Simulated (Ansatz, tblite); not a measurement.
# ZrHF3: spin states and exact exchange

Is the singlet the ground state of ZrHF3? Other spin states are computed and compared level by level.

The runs use Ansatz 0.2.0, Gaussian basis; as each input shows.

The runs, in order: triplet, at the geometry of the singlet (GFN1-xTB, GFN2-xTB, PBE0-D4/def2-TZVP, PBE-D4/def2-TZVP, r2SCAN-D4/def2-TZVP); the singlet's energies come from earlier runs.

2 further runs of the same task are left out: 2 set aside as unsound or not needed.

## Step 1: The relaxed structure

The geometry is that of the singlet, from an earlier relaxation (PBE0-D4/def2-TZVP).

5 atoms, charge 0, spin multiplicity 1.

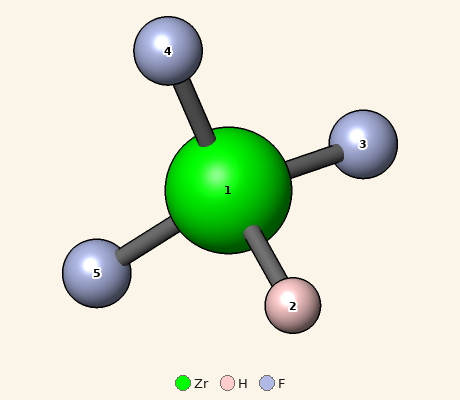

The geometry (zirconium green, hydrogen pink, fluorine light blue); atoms are numbered from 1 in the order of the file.

As a file:

| atom | x (Å) | y (Å) | z (Å) |
| --- | --- | --- | --- |
| Zr1 | -0.0002 | 0.0004 | -0.0399 |
| H2 | 0.0104 | -0.0174 | 1.8054 |
| F3 | 1.8047 | 0.0102 | -0.5989 |
| F4 | -0.9112 | 1.5692 | -0.5682 |
| F5 | -0.9036 | -1.5623 | -0.5983 |

Formally the metal is d0. Zr takes a core potential in the def2 sets. No spin-orbit coupling is included.

## Step 2: Triplet at the fixed geometry, GFN1-xTB

Tight binding, by tblite at 300 K electronic temperature and without a spin-polarisation term:

```python
tblite.interface.Calculator('GFN1-xTB', numbers, positions, charge=0, uhf=2).singlepoint()
```

Energy -474.4100 eV; 0.006 s.

## Step 3: Triplet at the fixed geometry, GFN2-xTB

Tight binding, by tblite at 300 K electronic temperature and without a spin-polarisation term:

```python
tblite.interface.Calculator('GFN2-xTB', numbers, positions, charge=0, uhf=2).singlepoint()
```

Energy -447.7670 eV; 0.005 s.

## Step 4: Triplet at the fixed geometry, PBE0-D4/def2-TZVP

Contents of in.yaml:

```yaml
crystal:
  periodic: [false, false, false]
  atoms:
    - {symbol: Zr, position_ang: [-0.000207, 0.000407, -0.039916]}
    - {symbol: H, position_ang: [0.010362, -0.017434, 1.805408]}
    - {symbol: F, position_ang: [1.804670, 0.010163, -0.598907]}
    - {symbol: F, position_ang: [-0.911205, 1.569198, -0.568235]}
    - {symbol: F, position_ang: [-0.903620, -1.562333, -0.598340]}
basis:
  gaussian: {orbitals: def2-TZVP}
magnetization: {spin_polarized: true, initial_magnetization: 2}
hamiltonian: {xc: pbe0, dispersion: d4}
scf: {omitted_lower_state_checks: [starts]}
output: {orbitals: {seedname: orbitals}}
```

Command:

```
$ ansatz run in.yaml --threads 2 --pin off --events-out ev --progress --plain --max-ram 4352MiB
```

Standard output:

```text
Functional definition: PBE0
  name "PBE0"
  cite "Adamo & Barone, J. Chem. Phys. 110, 6158 (1999) doi:10.1063/1.478522"
  cite "Perdew, Burke & Ernzerhof, Phys. Rev. Lett. 77, 3865 (1996) doi:10.1103/PhysRevLett.77.3865"
  parent pbe
  parameter a = 0.25
  parameter kappa = 0.804
  parameter beta = 0.06672455060314922
  exchange = (1 - a)*pbe_x(kappa = kappa, mu = beta*pi^2/3) + a*exact_x
  correlation = pbe_c(beta = beta)
these checks for a lower state are left out or cut short: starts
911 factors; their error is unknown
mean field evaluation 1: about -9437.8003 eV, gradient 4.6e1 eV
mean field evaluation 2: about -9396.4608 eV, gradient 1.2e2 eV
mean field evaluation 4: about -9444.2561 eV, gradient 6.4e0 eV
mean field evaluation 8: about -9444.3932 eV, gradient 1.8e-1 eV
mean field evaluation 16: about -9444.4535 eV, gradient 6.8e-4 eV
mean field evaluation 32: about -9444.4535 eV, gradient 9.7e-4 eV
mean field -9444.45354412 eV, -347.0772660657 hartree, gradient 6.9e-6 eV, S^2 2.001702; 0 other end points of the search recorded, 0 dependent functions left out
reference -9444.45360581 eV, -347.0772683331 hartree; 21, 19 occupied and 118, 120 virtual orbitals, 911 factors
Total energy: -9444.51768802 eV, -347.0796233107 hartree
Checks for a lower state left out: starts
```

Run time: 15 s. Hardware: 2 threads of Intel Xeon Platinum 8259CL at 2.50GHz, shared host.

HOMO -4.18 eV, LUMO -5.85 eV (over both spins; with the spin held, an empty level of the minority spin lies below the top filled one); ⟨S²⟩ 2.002 (pure: 2.00).

## Step 5: Triplet at the fixed geometry, PBE-D4/def2-TZVP

start.molden holds the orbitals of an earlier run on this state, given as this run's starting guess.

in.yaml: that of step 4 with these lines changed.

```diff
@@ -9,5 +9,5 @@
 basis:
-  gaussian: {orbitals: def2-TZVP}
+  gaussian: {orbitals: def2-TZVP, initial_orbitals: start.molden}
 magnetization: {spin_polarized: true, initial_magnetization: 2}
-hamiltonian: {xc: pbe0, dispersion: d4}
+hamiltonian: {xc: pbe, dispersion: d4}
 scf: {omitted_lower_state_checks: [starts]}
```

The command is unchanged.

Standard output:

```text
Functional definition: PBE
  name "PBE"
  cite "Perdew, Burke & Ernzerhof, Phys. Rev. Lett. 77, 3865 (1996) doi:10.1103/PhysRevLett.77.3865"
  parent pbe
  parameter kappa = 0.804
  parameter beta = 0.06672455060314922
  exchange = pbe_x(kappa = kappa, mu = beta*pi^2/3)
  correlation = pbe_c(beta = beta)
these checks for a lower state are left out or cut short: starts
833 factors; their error is unknown
mean field evaluation 1: about -9445.2018 eV, gradient 7.0e0 eV
mean field evaluation 2: about -9445.3664 eV, gradient 1.9e-1 eV
mean field evaluation 4: about -9445.3637 eV, gradient 4.5e-3 eV
mean field evaluation 8: about -9445.3637 eV, gradient 3.4e-3 eV
mean field evaluation 16: about -9445.3637 eV, gradient 4.4e-6 eV
mean field -9445.36373371 eV, -347.1107149163 hartree, gradient 4.4e-6 eV, S^2 2.001687; 0 other end points of the search recorded, 0 dependent functions left out
reference -9445.36382253 eV, -347.1107181805 hartree; 21, 19 occupied and 118, 120 virtual orbitals, 833 factors
Total energy: -9445.43964397 eV, -347.1135045668 hartree
Checks for a lower state left out: starts
```

It took 9 s on 2 threads of Intel Xeon Platinum 8259CL at 2.50GHz, shared host.

Report: HOMO -2.90 eV, LUMO -6.77 eV (over both spins; with the spin held, an empty level of the minority spin lies below the top filled one); ⟨S²⟩ 2.002 (pure: 2.00).

## Step 6: Triplet at the fixed geometry, r2SCAN-D4/def2-TZVP

in.yaml: that of step 5 with these lines changed.

```diff
@@ -11,3 +11,3 @@
 magnetization: {spin_polarized: true, initial_magnetization: 2}
-hamiltonian: {xc: pbe, dispersion: d4}
+hamiltonian: {xc: r2scan, dispersion: d4}
 scf: {omitted_lower_state_checks: [starts]}
```

The command is unchanged.

Standard output:

```text
Functional definition: r2SCAN
  name "r2SCAN"
  cite "Furness, Kaplan, Ning, Perdew & Sun, J. Phys. Chem. Lett. 11, 8208 (2020) doi:10.1021/acs.jpclett.0c02405"
  cite "Furness, Kaplan, Ning, Perdew & Sun, J. Phys. Chem. Lett. 11, 9248 (2020) doi:10.1021/acs.jpclett.0c03077"
  parent r2scan
  parameter k0 = 0.174
  parameter k1 = 0.065
  parameter a1 = 4.9479
  exchange = r2scan_x(k0 = k0, k1 = k1, a1 = a1)
  correlation = r2scan_c
these checks for a lower state are left out or cut short: starts
833 factors; their error is unknown
mean field evaluation 1: about -9449.9886 eV, gradient 3.4e0 eV
mean field evaluation 2: about -9450.0353 eV, gradient 7.0e-2 eV
mean field evaluation 4: about -9450.0334 eV, gradient 7.5e-4 eV
mean field evaluation 8: about -9450.0330 eV, gradient 2.4e-1 eV
mean field evaluation 16: about -9450.0334 eV, gradient 9.0e-6 eV
mean field -9450.03336702 eV, -347.2823207753 hartree, gradient 9.0e-6 eV, S^2 2.002340; 0 other end points of the search recorded, 0 dependent functions left out
reference -9450.03340506 eV, -347.2823221732 hartree; 21, 19 occupied and 118, 120 virtual orbitals, 833 factors
Total energy: -9450.05089577 eV, -347.2829649448 hartree
Checks for a lower state left out: starts
```

Wall time 19 s (2 threads of Intel Xeon Platinum 8259CL at 2.50GHz, shared host).

From the report: HOMO -3.19 eV, LUMO -6.84 eV (over both spins; with the spin held, an empty level of the minority spin lies below the top filled one); ⟨S²⟩ 2.002 (pure: 2.00).

## Step 7: Triplet less singlet, vertical

The singlet's energies are those of its earlier runs, whose logs aren't repeated here.

| level | triplet less singlet, vertical (eV) | time |
| --- | --- | --- |
| GFN1-xTB | +3.916 | 0.032 s |
| GFN2-xTB | +4.985 | 0.012 s |
| PBE-D4/def2-TZVP | +5.046 | 11 s |
| r2SCAN-D4/def2-TZVP | +5.033 | 23 s |
| PBE0-D4/def2-TZVP | +4.960 | 17 s |

Times add the two runs; a level without a time comes out of a correlated run. Tight binding without a spin term can't rank spin states.

## Step 8: Outcome

```
                                                quantity                                   value
triplet less singlet, vertical, functionals in def2-TZVP  +4.960 (PBE0-D4) to +5.046 eV (PBE-D4)
```

What this shows: All functionals put the triplet above the singlet, over a spread of 0.086 eV. The checks for a lower triplet were left out, so another state of that spin may lie lower. The singlet here is a closed shell; an open-shell singlet can lie lower. These are electronic energies, without zero-point motion, entropy or surroundings.
